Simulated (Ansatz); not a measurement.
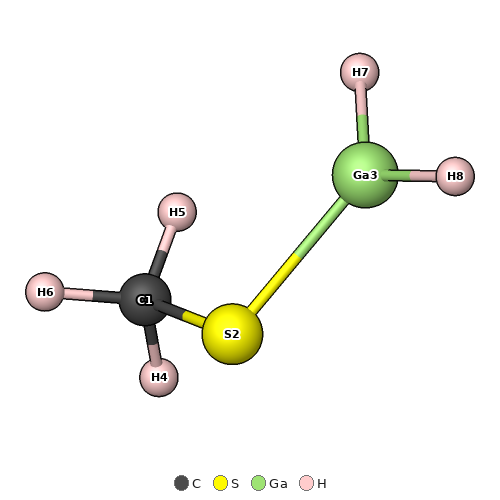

The system is CH5GaS, SMILES C[S][GaH2]; the picture shows the reference structure. 
- First axis: bond length S2–Ga3. Second axis: dihedral C1–S2–Ga3–H7.
- Nothing is relaxed (all other coordinates rigid).
- The scan uses a 15 × 15 grid.
- Energies: kJ/mol, counted from the lowest grid point.
- Computed with RKS B3LYP-D4/def2-TZVP (Ansatz 0.2.0).

Its coordinates:

```xyz
8

C    -0.7007    1.1433   -0.4104
S    -1.1286   -0.5684    0.0955
Ga    0.8241   -1.4845    0.5264
H    -1.0625    1.3095   -1.4232
H     0.3740    1.3091   -0.3800
H    -1.1922    1.8405    0.2653
H     2.0849   -0.5760    0.3343
H     0.8010   -2.9736    0.9922
```

Range: bond length S2–Ga3 from 1.892 to 3.079 Å; dihedral C1–S2–Ga3–H7 from −180 to 156°.

### What landscape does the calculation give?

The lowest grid point is at bond length S2–Ga3 = 2.231 Å, dihedral C1–S2–Ga3–H7 = −180°; the map holds 2 wells of about this depth. The highest grid point, bond length S2–Ga3 = 3.079 Å, dihedral C1–S2–Ga3–H7 = −84°, lies 194 kJ/mol above the lowest. On the interpolated surface the easiest way out of the lowest well to a well of about the same depth near bond length S2–Ga3 = 2.231 Å, dihedral C1–S2–Ga3–H7 = 12° passes a barrier of about 49 kJ/mol. Round the minimum the two coordinates are nearly uncoupled.

```tsv
dihedral C1–S2–Ga3–H7 ↓, bond length S2–Ga3 →	1.892	1.976	2.061	2.146	2.231	2.316	2.401	2.486	2.570	2.655	2.740	2.825	2.910	2.995	3.079
156	110	55	24	9	7	13	26	42	60	81	101	123	143	164	183
132	137	80	46	29	25	29	39	54	71	90	110	130	150	169	188
108	168	107	70	50	43	45	54	67	82	100	118	137	156	175	193
84	176	115	76	56	48	50	57	70	85	102	120	139	158	176	194
60	153	94	59	40	35	38	47	61	77	95	114	134	153	172	191
36	122	66	33	18	15	20	32	47	65	85	105	126	146	166	185
12	102	48	17	3	2	9	21	38	57	78	99	120	141	162	182
−12	102	48	17	3	2	9	21	38	57	78	99	120	141	162	182
−36	122	66	33	18	15	20	32	47	65	85	105	126	146	166	185
−60	153	94	59	40	35	38	47	61	77	95	114	134	153	172	191
−84	177	115	76	56	48	50	57	70	85	102	120	139	158	176	194
−108	168	107	70	50	43	45	54	67	82	100	118	137	156	175	193
−132	137	80	46	29	24	29	39	54	71	90	110	130	150	169	188
−156	110	55	24	9	7	13	26	42	60	81	101	123	143	164	183
−180	99	46	15	1	0	7	20	37	56	77	98	120	141	161	181
```

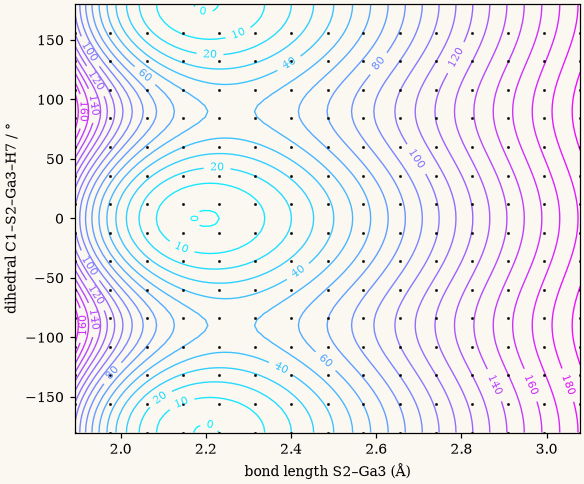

The picture shows contour lines labelled in kJ/mol, dots at the grid points. Between grid points the surface is interpolated.

The whole map (225 points run) took 43 min on 1 thread of Arm Neoverse N1, with other jobs on the host.
